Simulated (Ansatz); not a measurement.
Ge₂H₇SF: several calculations on one system

## 1. Relaxation

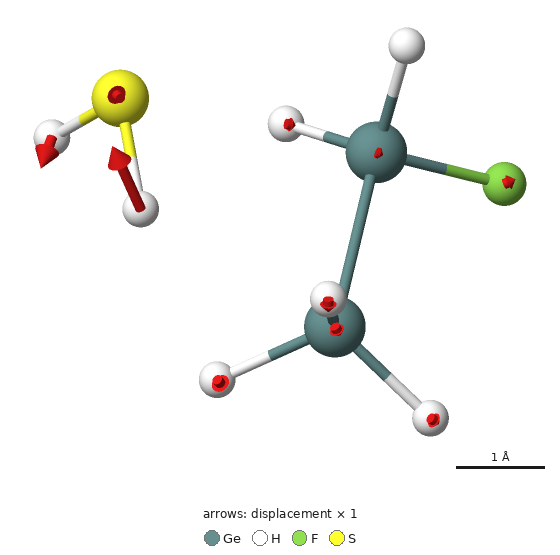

A relaxation of Ge2H7SF. The starting structure is drawn; red arrows show the displacements, at their true length. The two geometries are superimposed by the best rigid fit.

Style: ball-and-stick. Shown at a tilt.

The run prepares an end point of a later path (reaction) calculation, from a guessed geometry.

The calculation used RKS BHLYP/def2-SVP (Ansatz).

Input
```yaml
crystal:
  periodic: [false, false, false]
  atoms:
    - { symbol: Ge, position_ang: [0.268138, -0.04159, 0.075134] }
    - { symbol: Ge, position_ang: [0.101617, -0.119316, 2.475633] }
    - { symbol: H, position_ang: [-0.81055, -1.266992, 2.926314] }
    - { symbol: H, position_ang: [1.484358, -0.327182, 3.097917] }
    - { symbol: H, position_ang: [-0.490068, 1.185918, 3.019872] }
    - { symbol: F, position_ang: [1.959132, -0.319149, -0.27454] }
    - { symbol: H, position_ang: [-0.039619, 1.324993, -0.532478] }
    - { symbol: H, position_ang: [-0.464525, -1.17271, -0.646203] }
    - { symbol: S, position_ang: [-3.067214, 0.421321, 0.832065] }
    - { symbol: H, position_ang: [-3.354422, -0.886529, 0.774708] }
    - { symbol: H, position_ang: [-2.596146, 0.328436, 2.118179] }
basis:
  gaussian: { orbitals: def2-SVP }
hamiltonian:
  xc: { name: BHLYP }
relax:
  f_tol: 0.03
  max_steps: 50
output:
  orbitals: {}
```

Run as
```bash
ansatz run input.yaml --threads 4 --pin off --max-ram 5120MiB --backend cpu --events-out ev --progress --plain --runs-dir out
```

Question: Which element moves most?

Answer: Hydrogen: up to 0.93 Å, against 0.26 Å for sulfur.

Question: What did the optimiser do to the structure, and how much energy did it gain?

Answer: Over 18 accepted moves (20 points after the start) the energy falls by 2.21 kcal/mol. The largest force component goes from 0.79 to 0.022 eV/Å. The line search rejected the trial steps at points 11, 12 of the run. The forces were under the threshold at step 8, but the run went on from there. H11 moves most after the best rigid fit: 0.93 Å. Largest moves by element: H 0.93 Å, S 0.26 Å, Ge 0.16 Å, F 0.14 Å. Some distances before and after: Ge1–S9 3.451 → 3.549 Å, S9–H11 1.373 → 1.341 Å, Ge1–Ge2 2.408 → 2.432 Å.

Limits of the set-up: the start holds two separate molecules, 2.4 Å apart at their closest, whose relative position is a soft coordinate and is computed without a dispersion correction.

## 2. Relaxation

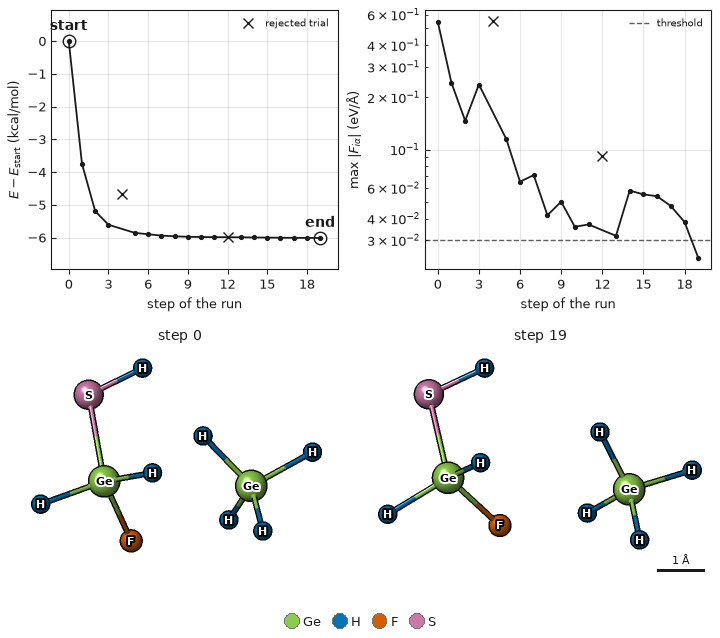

First and last geometry of a relaxation of Ge2H7SF, with the history of the run. The picture is a ball-and-stick view, seen at a tilt.

The run prepares an end point of a later path (reaction) calculation, from a guessed geometry.

Computed with RKS BHLYP/def2-SVP in Ansatz 0.2.0. (no spin polarisation; force threshold 0.03 eV/Å; at most 50 steps)

Question: What do the curves and the structures tell?

Answer: It converged. The atom that moves furthest after the best rigid fit is an H atom (0.82 Å). By element the largest moves are H 0.82 Å, F 0.52 Å, S 0.46 Å, Ge 0.44 Å. Near-neighbour distances that change, for instance: Ge–S 2.236 → 2.203 Å, Ge–H 1.545 → 1.532 Å. Among the angles between lasting bonds that change: F–Ge–H 104.1° → 106.4°. Groups turn about Ge–S by about 25°. After 17 accepted moves (19 points after the start) the energy has fallen by 6.01 kcal/mol. Largest force component: 0.55 eV/Å at the start, 0.024 eV/Å at the end. The line search rejected the trial steps at points 4, 12 of the run.

```
step  E − E(0), kcal/mol  largest force component, eV/Å      note
   0                0.00                         0.5474          
   1               -3.75                         0.2427          
   2               -5.19                         0.1466          
   3               -5.60                         0.2373          
   4               -4.65                         0.5486  rejected
   5               -5.85                         0.1150          
   6               -5.89                         0.0652          
   7               -5.94                         0.0712          
   8               -5.96                         0.0418          
   9               -5.97                         0.0500          
  10               -5.98                         0.0358          
  11               -5.98                         0.0370          
  12               -5.98                         0.0921  rejected
  13               -5.99                         0.0318          
  14               -5.99                         0.0580          
  15               -6.00                         0.0551          
  16               -6.00                         0.0538          
  17               -6.00                         0.0472          
  18               -6.01                         0.0382          
  19               -6.01                         0.0238
```

## 3. Path

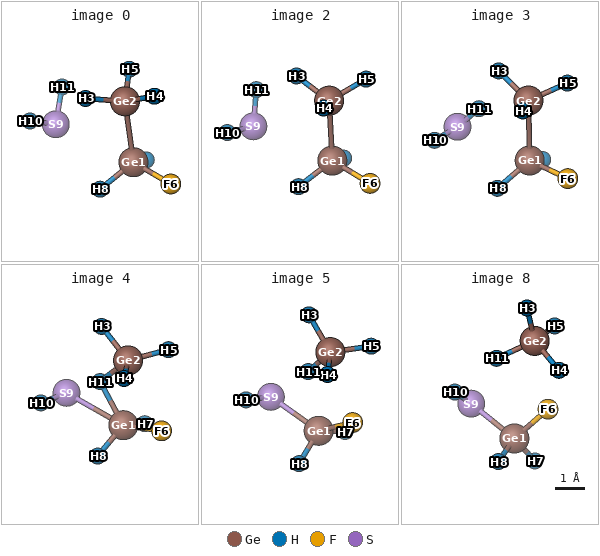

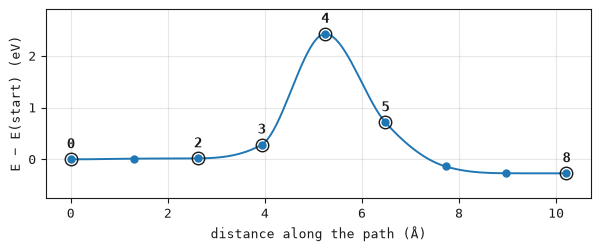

A nudged-elastic-band calculation for Ge$_{2}$H$_{7}$SF, made up at the start of Ge$_{2}$H$_{5}$F and H2S. Images are numbered from 0 (start) to 8 (end). The picture is a ball-and-stick view, seen from a free direction.

The calculation used RKS BHLYP/def2-SVP (Ansatz 0.2.0). Set-up: 7 movable images; climbing image; force threshold 0.05 eV/Å; iteration limit 60; starting path through a guess of the saddle point.

Read off the barrier and say what moves.

Answer. Breaking: Ge1–Ge2 (2.43 → 2.75 at the top → 4.44 Å), S9–H11 (1.34 → 1.84 at the top → 3.78 Å). Forming: Ge1–S9 (3.55 → 2.62 at the top → 2.20 Å), Ge2–H11 (3.72 → 1.86 at the top → 1.53 Å). The highest point, image 4, lies 2.43 eV above the start and 2.70 eV above the end; the end is at −0.27 eV relative to the start. The band converged in 22 iterations, with a climbing image at the top. At the top, the vibrational analysis gives one imaginary mode (1215i cm⁻¹), as a transition state must have.

Limits of the set-up: the start holds two separate molecules, 3.1 Å apart at their closest, whose relative position is a soft coordinate and is computed without a dispersion correction.

The run took 9.2 min on 4 threads of Intel(R) Xeon(R) Platinum 8259CL CPU @ 2.50GHz (Skylake/Cascade Lake), with other jobs on the host, peak memory 0.43 GiB.
